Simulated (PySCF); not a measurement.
# B2ClH3O: the cost of one run

The runs use PySCF 2.14.0, with density-fitted response routines of our own; the level of theory stands in each step. All values are computed, except where a source is named. Atoms count from 0, in the outputs and in this text.

## (1) The starting structure

7 atoms, charge 0, multiplicity 1; geometry from: GFN2-xTB. The atoms were then displaced at random by about 0.01 Å, so the start is not that level's minimum.

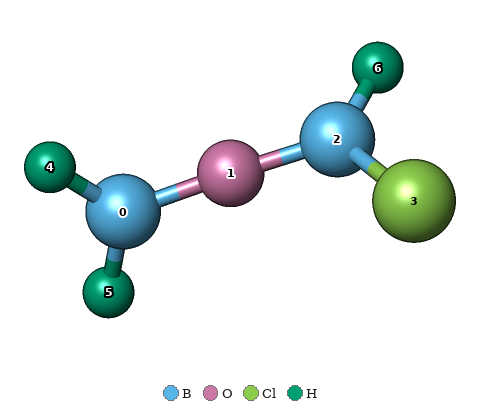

The starting geometry (boron blue, oxygen pink, chlorine green, hydrogen teal), atoms numbered.

## (2) Optimising the geometry at PBE0-D3(BJ)/def2-SVP

What the job is given:

```
{"job": {"xc": "PBE0", "basis": "def2-SVP", "d3": "d3bj", "grid": 1, "shake": 0.01, "kind": "geom"}, "charge": 0, "multiplicity": 1}
B      1.294250    -0.232470    -0.256610
O      0.035800    -0.117890     0.151890
B     -1.205670     0.048920     0.527140
Cl    -1.922810     1.591820     0.262970
H      2.146070     0.063600     0.465710
H      1.476690    -0.576860    -1.359760
H     -1.790380    -0.806220     1.058330
```

Launch:

```
> OMP_NUM_THREADS=1 python probes_run.py task.json out
```

This one command runs all jobs of the session in turn.

Q: Estimate the wall time and peak memory of this first job on 1 thread of Arm Neoverse V2, shared host.

About 7.4 s, with a peak of 0.32 GiB.
